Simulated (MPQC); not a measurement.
# C2H2ClGa (SMILES C#[C][GaH][Cl]) at 6 levels

Aim: a comparison of 6 runs (HF/STO-3G, HF/3-21G, HF/6-31G, HF/def2-SVP, B3LYP/pcseg-1, PBE0/def2-SVP) of C2H2ClGa. 

Program for the calculation: MPQC 2.3.1.

## 1. The molecule

The species is C2H2ClGa (6 atoms), meant as a singlet with charge 0. As SMILES, `C#[C][GaH][Cl]`. The shape is that of a PBE0-D4/def2-TZVP optimisation.

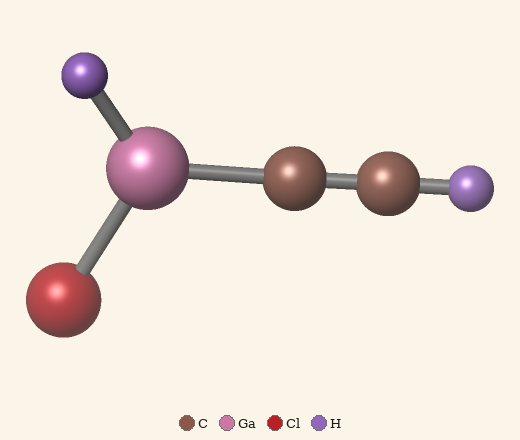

The structure, seen from a chosen angle (carbon brown, gallium pink, chlorine red, hydrogen purple).

## 2. Energy and forces at HF/STO-3G (run 1)

mol.in

```
molecule<Molecule>: (
  symmetry = c1
  unit = bohr
  { atoms geometry } = {
    C  [ 1.09188375     1.99914127    -2.74860665 ]
    C  [ 0.46676235     0.77951203    -0.92350916 ]
    Ga [ -0.47791174    -1.10964718     1.98043298 ]
    Cl [ -3.29832798    -3.94121281     1.36835069 ]
    H  [ 1.63858152     3.07212776    -4.36507838 ]
    H  [ 0.57920106    -0.79992107     4.68859949 ]
  }
)
basis<GaussianBasisSet>: (
  name = "STO-3G"
  molecule = $:molecule
  basisdir = "."
  puream = yes
)
mpqc: (
  checkpoint = no
  savestate = no
  restart = no
  do_energy = yes
  do_gradient = yes
  optimize = no
  mole<CLHF>: (
    molecule = $:molecule
    basis = $:basis
    total_charge = 0
    memory = 1000000000
    print_evals = yes
    maxiter = 120
    value_accuracy = 1e-08
    guess_wavefunction<ExtendedHuckelWfn>: (
      molecule = $:molecule
      total_charge = 0
      multiplicity = 1
      basis<GaussianBasisSet>: (
        name = "STO-3G"
        molecule = $:molecule
      )
    )
  )
)
```

The basis set STO-3G is read from a file made from the Basis Set Exchange's data (not shown).

The run is started by

```sh
mpqc mol.in > mol.out
```

Standard output:

```text
MPQC: Massively Parallel Quantum Chemistry
[...]
  CLSCF::init: total charge = 0
[...]
  nbasis = 39
[...]
  iter     1 energy = -2195.9996215850 delta = 3.85587e-01
[...]
  LUMO is    32   A =   0.133822
  total scf energy = -2431.4248112151
[...]
Value of the MolecularEnergy: -2431.4248112151
  Gradient of the MolecularEnergy:
      1    0.0214850422
      2    0.0416927462
      3   -0.0620367060
      4   -0.0006305809
      5   -0.0021048801
      6    0.0049123422
      7   -0.0219410483
      8   -0.0266196726
      9    0.0105611789
     10   -0.0208610451
     11   -0.0208171594
     12   -0.0049625208
[...]
      symmetry = c1
[...]
```

It took 2.5 s on 1 thread of Arm Neoverse N1, shared host; peak memory 0.45 GiB.

## 3. Energy and forces at HF/3-21G (run 2)

mol.in

```
% emacs should use -*- KeyVal -*- mode
molecule<Molecule>: (
   symmetry = c1
   unit = angstrom
   { atoms geometry } = {
      C  [ 0.577800       1.057900      -1.454500 ]
      C  [ 0.247000       0.412500      -0.488700 ]
      Ga [ -0.252900      -0.587200       1.048000 ]
      Cl [ -1.745400      -2.085600       0.724100 ]
      H  [ 0.867100       1.625700      -2.309900 ]
      H  [ 0.306500      -0.423300       2.481100 ]
   }
)
basis<GaussianBasisSet>: (
   name = "3-21G"
   molecule = $:molecule
   basisdir = "."
   puream = yes
)
mpqc: (
   checkpoint = no
   savestate = no
   restart = no
   do_energy = yes
   do_gradient = yes
   optimize = no
   mole<CLHF>: (
      molecule = $:molecule
      basis = $:basis
      total_charge = 0
      memory = 1000000000
      print_evals = yes
      maxiter = 120
      value_accuracy = 1e-08
      guess_wavefunction<CLHF>: (
         molecule = $:molecule
         total_charge = 0
         memory = 1000000000
         value_accuracy = 1e-3
         basis<GaussianBasisSet>: (
            name = "STO-3G"
            molecule = $:molecule
         )
      )
   )
)
```

The basis set 3-21G is read from a file made from the Basis Set Exchange's data (not shown).

The run is started by

```sh
mpqc mol.in > mol.out
```

Standard output:

```text
MPQC: Massively Parallel Quantum Chemistry
[...]
  LUMO is    32   A =   0.031990
  total scf energy = -2447.6354478802
[...]
Value of the MolecularEnergy: -2447.6354478802
  Gradient of the MolecularEnergy:
      1    0.0048568763
      2    0.0087722967
      3   -0.0119802837
      4   -0.0086852203
      5   -0.0156740129
      6    0.0212714350
      7   -0.0203773637
      8   -0.0214620928
      9   -0.0010729712
     10    0.0214300288
     11    0.0217178659
     12    0.0039576502
[...]
      symmetry = c1
[...]
```

It took 6.9 s on 1 thread of Arm Neoverse N1, shared host; peak memory 0.45 GiB.

## 4. Energy and gradient at HF/6-31G (run 3)

job.in

```
% C2H2ClGa
molecule<Molecule>: (
  symmetry = c1
  unit = bohr
  { atoms geometry } = {
    C  [ 1.09188375 1.99914127 -2.74860665 ]
    C  [ 0.46676235 0.77951203 -0.92350916 ]
    Ga [ -0.47791174 -1.10964718 1.98043298 ]
    Cl [ -3.29832798 -3.94121281 1.36835069 ]
    H  [ 1.63858152 3.07212776 -4.36507838 ]
    H  [ 0.57920106 -0.79992107 4.68859949 ]
  }
)
basis<GaussianBasisSet>: (
  name = "6-31G"
  molecule = $:molecule
  basisdir = "."
  puream = yes
)
mpqc: (
  checkpoint = no
  savestate = no
  restart = no
  do_energy = yes
  do_gradient = yes
  optimize = no
  mole<CLHF>: (
    molecule = $:molecule
    basis = $:basis
    total_charge = 0
    memory = 1000000000
    print_evals = yes
    maxiter = 120
    value_accuracy = 1e-08
    guess_wavefunction<CLHF>: (
      molecule = $:molecule
      total_charge = 0
      memory = 1000000000
      value_accuracy = 1e-3
      basis<GaussianBasisSet>: (
        name = "STO-3G"
        molecule = $:molecule
      )
    )
  )
)
```

The basis set 6-31G is read from a file made from the Basis Set Exchange's data (not shown).

The run is started by

```sh
mpqc job.in > job.out
```

Standard output:

```text
MPQC: Massively Parallel Quantum Chemistry
[...]
  LUMO is    32   A =   0.028180
  total scf energy = -2459.2587755511
[...]
Value of the MolecularEnergy: -2459.2587755511
  Gradient of the MolecularEnergy:
      1   -0.0008122743
      2   -0.0013358830
      3    0.0014890391
      4   -0.0026609074
      5   -0.0054112001
      6    0.0085279062
      7   -0.0168225368
      8   -0.0168876005
      9   -0.0035943945
     10    0.0180576525
     11    0.0182460521
     12    0.0035093787
[...]
      symmetry = c1
[...]
```

Wall time 23 s (1 thread of Arm Neoverse N1, shared host); peak memory 0.45 GiB.

Runs 4 to 5 aren't shown in full; the table further down has their settings and results.

## 5. Energy and forces at PBE0/def2-SVP (run 6)

job.in

```
molecule<Molecule>: (
   symmetry = c1
   unit = bohr
   { atoms geometry } = {
      C  [ 1.09188375   1.99914127  -2.74860665 ]
      C  [ 0.46676235   0.77951203  -0.92350916 ]
      Ga [ -0.47791174  -1.10964718   1.98043298 ]
      Cl [ -3.29832798  -3.94121281   1.36835069 ]
      H  [ 1.63858152   3.07212776  -4.36507838 ]
      H  [ 0.57920106  -0.79992107   4.68859949 ]
   }
)
basis<GaussianBasisSet>: (
   name = "def2-SVP"
   molecule = $:molecule
   basisdir = "."
   puream = yes
)
mpqc: (
   checkpoint = no
   savestate = no
   restart = no
   do_energy = yes
   do_gradient = yes
   optimize = no
   mole<CLKS>: (
      molecule = $:molecule
      basis = $:basis
      total_charge = 0
      memory = 1000000000
      print_evals = yes
      maxiter = 120
      value_accuracy = 1e-08
      functional<SumDenFunctional>: (
         a0 = 0.25
         coefs = [ 0.75 1 ]
         funcs: [ <PBEXFunctional>: () <PBECFunctional>: () ]
      )
      integrator<RadialAngularIntegrator>: ( grid = xfine )
      guess_wavefunction<CLHF>: (
         molecule = $:molecule
         total_charge = 0
         memory = 1000000000
         value_accuracy = 1e-3
         basis<GaussianBasisSet>: (
            name = "STO-3G"
            molecule = $:molecule
         )
      )
   )
)
```

The basis set def2-SVP is read from a file made from the Basis Set Exchange's data (not shown).

The run is started by

```sh
mpqc -o job.out job.in
```

Standard output:

```text
MPQC: Massively Parallel Quantum Chemistry
[...]
  WARNING: BeckeIntegrationWeight usually uses the atomic maximum
           probability radius, however this is not available for
[...]
  Integrated electron density error = 0.010478670068
  iter     1 energy = -2459.1455433715 delta = 1.76490e-01
[...]
  Integrated electron density error = -0.000005595450
  iter    16 energy = -2461.5014886914 delta = 5.97195e-08
  Integrated electron density error = -0.000005595451
  iter    17 energy = -2461.5014886914 delta = 2.37769e-08
  Integrated electron density error = -0.000005595450
  iter    18 energy = -2461.5014886914 delta = 1.16496e-08
[...]
  LUMO is    32   A =  -0.069759
  total scf energy = -2461.5014886914
[...]
  Integrated electron density error = -0.000005603042
  Total Gradient:
[...]
Value of the MolecularEnergy: -2461.5014886914
  Gradient of the MolecularEnergy:
      1   -0.0044247407
      2   -0.0085665475
      3    0.0126671910
      4    0.0059647238
      5    0.0118343883
      6   -0.0180653133
      7   -0.0012039466
      8   -0.0012157513
      9   -0.0001437497
     10    0.0020242124
     11    0.0021144628
     12    0.0001312105
[...]
        symmetry = c1
[...]
```

Wall time 2.2 min (1 thread of Arm Neoverse N1, shared host); peak memory 0.51 GiB.

## 6. The series

| run | level | starting guess | integration grid | energy (Eh) | HOMO energy (eV) | LUMO energy (eV) | HOMO–LUMO gap (eV) | wall time |
| --- | --- | --- | --- | --- | --- | --- | --- | --- |
| 1 | HF/STO-3G | huckel STO-3G | – | -2431.424811 | -8.40 | 3.64 | 12.04 | 2.5 s |
| 2 | HF/3-21G | STO-3G | – | -2447.635448 | -11.29 | 0.87 | 12.16 | 6.9 s |
| 3 | HF/6-31G | STO-3G | – | -2459.258776 | -11.25 | 0.77 | 12.01 | 23 s |
| 4 | HF/def2-SVP | STO-3G | – | -2459.197833 | -11.18 | 1.09 | 12.26 | 30 s |
| 5 | B3LYP/pcseg-1 | STO-3G | xfine | -2462.278680 | -8.26 | -2.31 | 5.95 | 2 min |
| 6 | PBE0/def2-SVP | STO-3G | xfine | -2461.501489 | -8.43 | -1.90 | 6.53 | 2.2 min |

## 7. Summary of results

```
                       quantity           value
            run 6: total energy  -2461.50149 Eh
             run 6: HOMO energy        -8.43 eV
             run 6: LUMO energy        -1.90 eV
           run 6: HOMO–LUMO gap         6.53 eV
run 6: largest force on an atom      1.152 eV/Å
```

In words: The HOMO–LUMO gap runs from 5.95 eV (B3LYP/pcseg-1) to 12.26 eV (HF/def2-SVP). The two ends differ in method and basis. Totals of different functionals can't be ranked against each other. In run 1 the basis is minimal, so the values are rough. All runs together took 5.2 min, the longest 2.2 min.
